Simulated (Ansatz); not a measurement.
```xyz
6

Sn   -0.0124    0.0000   -0.6422
H     0.0146    0.0000    3.3719
H     1.6202    0.0000   -1.1910
H    -0.8134    1.4053   -1.2337
H    -0.8134   -1.4053   -1.2337
H     0.0063    0.0000    4.1305
```

Core potentials replace the inner electrons of Sn.

Theory: Ansatz 0.2.0, UKS r2SCAN/def2-SVP.

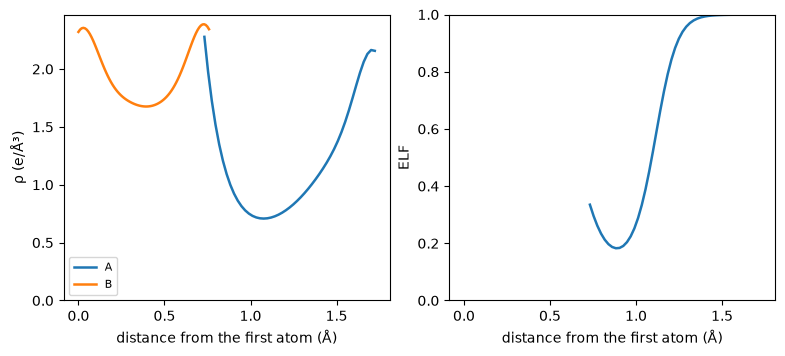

H$_{3}$Sn···H$_{2}$ (doublet). Electron density and ELF along straight lines between neighbouring atoms. The curves leave out the atomic cores.

Which curve belongs to which contact (H–H and Sn–H)? The first atom named is at distance zero.

Answer. Curve A: Sn–H (1.72 Å): the density is about 1.1 e/Å³ at the midpoint; the ELF climbs to about 1 towards the hydrogen. Curve B: H–H (0.76 Å): ρ at the midpoint is about 1.7 e/Å³; the ELF is about 1 at the midpoint.
